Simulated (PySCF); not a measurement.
# MgMeH (CH$_{4}$Mg): electronic structure

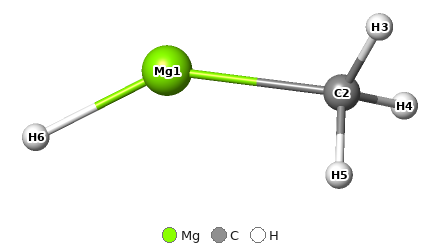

The molecule, with its atoms numbered as below. No frequency check shows the geometry to be a minimum.

Cartesian coordinates (Å):

```
Mg1     -0.8480    0.1160    0.0002
C2       1.2506   -0.0360    0.0002
H3       1.8032    0.5172    0.7589
H4       1.7230    0.1850   -0.9584
H5       1.4227   -1.1018    0.1967
H6      -2.2763   -0.7764   -0.0016
```

## 1. Bonding charge

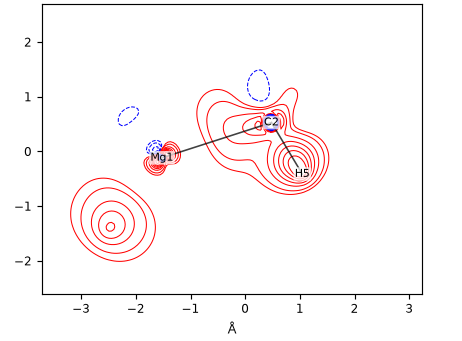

Deformation density (molecule less spherical, spin-averaged free atoms) in the plane of Mg1, C2 and H5; contours at ±0.05 to ±0.8 e/Å³; solid red lines: gain, dashed blue lines: loss.

Computed with PySCF, r2SCAN/def2-SVP, geometry: GFN2-xTB.

How much density has each bond in this plane gained at its critical point, relative to the free atoms?

Answer. C2–H5: +0.56 e/Å³ at the bond critical point (bond length 1.10 Å, Mayer order 0.9). Mg1–C2: +0.06 e/Å³ at the bond critical point (bond length 2.10 Å, Mayer order 0.9). In all, 1.3 electrons gather in the regions of gain relative to the promolecule. A small or negative value marks a very polar bond, one between electron-rich atoms, whose free-atom densities already overlap strongly, a long bond to a heavier atom, or a closed-shell contact such as a hydrogen bond.

Where do the Hirshfeld charges lie?

Answer. The highest Hirshfeld charge is on Mg1 (+0.57 e), the lowest on C2 (−0.33 e).

## 2. Local ionisation energy

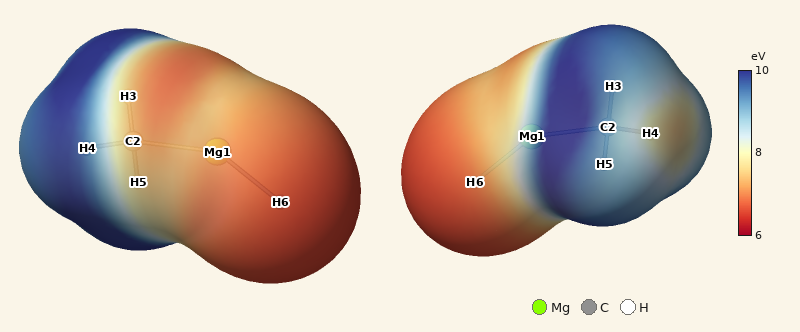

Average local ionisation energy on the surface of electron density 0.001 a.u. (back view left, front view right).

Locate the minima of the map.

Answer. The lowest value is 6.5 eV, 1.6 Å from H6. Further minima include 6.9 eV, 2.1 Å from Mg1; 7.5 eV, near H5 (1.81 Å), H4 (1.86 Å) and C2 (2.02 Å). For comparison, the highest occupied orbital lies at −5.7 eV.

## 3. Excited states

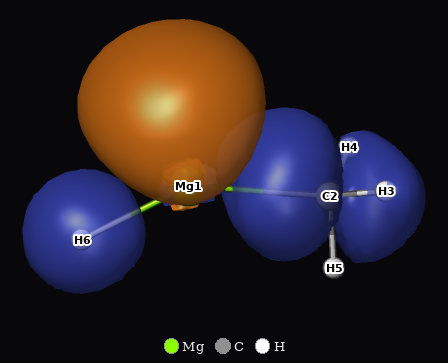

Unrelaxed difference density of S₁ less the ground state (TDA singlet states), ±0.02 e/Å³; orange: gain, blue: loss.

Computed with PySCF, B3LYP/def2-SVP, geometry: GFN2-xTB. Without diffuse functions Rydberg states are missing, so the states' numbers hold for this basis only.

How does the charge move on excitation?

Answer. 0.79 e is displaced in all, of which about 0.6 e passes between atoms: C2 (0.37 e) and H6 (0.15 e) lose electrons and Mg1 (0.61 e) gains them. The state: 4.54 eV (273 nm), f = 0.072, ligand-to-metal charge transfer; the leading pair carries 99 %; hole on C2 (43 %), Mg1 (22 %) and H6 (22 %), electron on Mg1 (83 %), H6 (7 %) and C2 (6 %); their centroids lie 1.6 Å apart.

The PySCF runs shown took 6 s and 17 s on 1 thread of Arm Neoverse V1, with other jobs on the host.
